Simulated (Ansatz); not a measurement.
# UCCSD(T)/STO-3G run of HO2 (hydroperoxy)

What is the vertical electron affinity of HO2 (hydroperoxy) at UCCSD(T)/STO-3G? 

The calculation is run with Ansatz 0.2.0.

50 further runs of the same task are left out: 16 that didn't finish, 34 set aside as unsound or not needed.

**1. The system as given**

The species is HO2 (3 atoms), meant as a doublet with charge 0. As SMILES, `[O]O`. The coordinates come from a PBE0-D4/def2-TZVP relaxation.

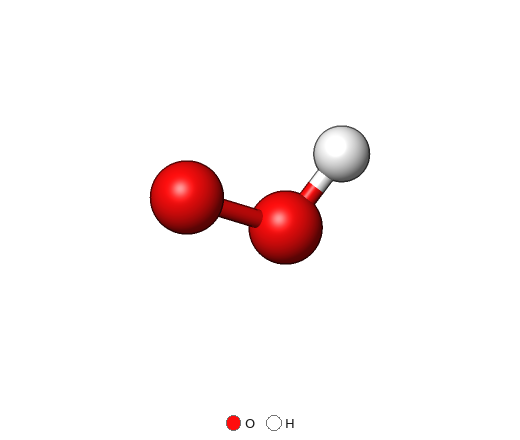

Viewed from a chosen angle; oxygen red, hydrogen white.

**2. The energy at UCCSD(T)/STO-3G**

in.yaml reads:

```yaml
crystal:
  periodic: [false, false, false]
  atoms:
    - {symbol: O, position_ang: [-0.355150, 0.941950, -0.088650]}
    - {symbol: O, position_ang: [-0.244540, -0.359400, -0.172440]}
    - {symbol: H, position_ang: [0.599690, -0.582550, 0.261090]}
basis:
  gaussian: {orbitals: STO-3G}
total_charge: 0
magnetization: {spin_polarized: true, initial_magnetization: 1}
correlation: {method: ccsd_t, frozen_orbitals: {H: 0, O: 1}}
accuracy: high
scf: {omitted_lower_state_checks: [cluster_reference, increment]}
```

Run with:

```
$ ansatz run in.yaml --threads 1 --pin off --max-ram 3480MiB --events-out events.jsonl --progress --plain --runs-dir runs
```

What it wrote, cut to the lines that bear on the results:

```text
Warning: RAYON_NUM_THREADS=1 ignored (pool sized by the plan → 1); use --threads N
Functional definition: HF
  name "HF"
[...]
168 factors; integrals over basis functions are off by at most 3.9e-8 eV
[...]
mean field -4032.53462493 eV, -148.1929141161 hartree, gradient 1.7e-8 eV, S^2 0.753444; 6 other end points of the search recorded, 0 dependent functions left out
2 core orbitals not correlated: weight in the atoms' cores, before any rotation towards them, 1.000 or more for the frozen orbitals, at most 0.000 for the correlated occupied ones
reference -4032.53462493 eV, -148.1929141161 hartree; 7, 6 occupied and 2, 3 virtual orbitals, 168 factors
second order -1.58324516 eV of doubles, -0.00000000 eV of singles
cycle   1  -1.92400519 eV  change   -3.4e-1 eV  update   6.0e-2
[...]
cycle  23  -2.21599170 eV  change   -1.2e-9 eV  update   1.1e-9
perturbative correction -0.03118753 eV, -0.0011461206 hartree
Total energy: -4034.78180416 eV, -148.2754964297 hartree
Checks for a lower state left out: cluster_reference, increment
```

Run time: 0.16 s. Hardware: 1 thread of Arm Neoverse V2, shared host.

**3. The singlet anion, same level**

job.yaml reads:

```yaml
basis:
  gaussian:
    orbitals: STO-3G
crystal:
  periodic: [false, false, false]
  atoms:
    - {symbol: O, position_ang: [-0.355150, 0.941950, -0.088650]}
    - {symbol: O, position_ang: [-0.244540, -0.359400, -0.172440]}
    - {symbol: H, position_ang: [0.599690, -0.582550, 0.261090]}
total_charge: -1
correlation:
  method: ccsd_t
  frozen_orbitals: {H: 0, O: 1}
accuracy: high
scf:
  omitted_lower_state_checks: [cluster_reference, increment]
```

Run with:

```
$ ansatz run job.yaml --threads 1 --pin off --max-ram 3480MiB --events-out events.jsonl --progress --plain --runs-dir runs
```

What it wrote, cut to the lines that bear on the results:

```text
Warning: RAYON_NUM_THREADS=1 ignored (pool sized by the plan → 1); use --threads N
[... 2 set-up lines as earlier in the session ...]
[...]
168 factors; integrals over basis functions are off by at most 3.9e-8 eV
[...]
mean field -4024.90147590 eV, -147.9124010632 hartree, gradient 1.7e-8 eV, S^2 0.000000; 0 other end points of the search recorded, 0 dependent functions left out
2 core orbitals not correlated: weight in the atoms' cores, before any rotation towards them, 1.000 or more for the frozen orbitals, at most 0.000 for the correlated occupied ones
reference -4024.90147590 eV, -147.9124010632 hartree; 7, 7 occupied and 2, 2 virtual orbitals, 168 factors
second order -1.22732350 eV of doubles, -0.00000000 eV of singles
cycle   1  -1.53327022 eV  change   -3.1e-1 eV  update   4.1e-2
[...]
cycle  19  -1.69769459 eV  change  -1.6e-10 eV  update   1.4e-9
perturbative correction -0.01054337 eV, -0.0003874616 hartree
Total energy: -4026.60971386 eV, -147.9751776502 hartree
Checks for a lower state left out: cluster_reference, increment
```

Run time: 0.08 s. Hardware: 1 thread of Arm Neoverse V2, shared host.

**4. What came out**

At UCCSD(T)/STO-3G, 2 core orbitals frozen:

```
                                                  quantity          value
                                 doublet HO2: total energy  -148.27550 Eh
  doublet HO2: correlation energy (2 core orbitals frozen)      -82.6 mEh
                               doublet HO2: (T) correction      -1.15 mEh
            doublet HO2: ⟨S²⟩ of the reference determinant          0.753
                                doublet HO2: T1 diagnostic          0.027
                               singlet anion: total energy  -147.97518 Eh
singlet anion: correlation energy (2 core orbitals frozen)      -62.8 mEh
                             singlet anion: (T) correction      -0.39 mEh
                              singlet anion: T1 diagnostic          0.009
         vertical electron affinity (to the singlet anion)      -8.172 eV
```

In words: The anion lies 8.17 eV (788 kJ/mol) above the neutral: the electron isn't bound at this level, and such a value depends on the basis. Without diffuse functions anions come out too high. In a minimal basis such a difference can be off by several eV, whatever the method. The triples (doublet HO2) make up 1.4 % of the correlation energy. The triples (singlet anion) make up 0.6 % of the correlation energy.
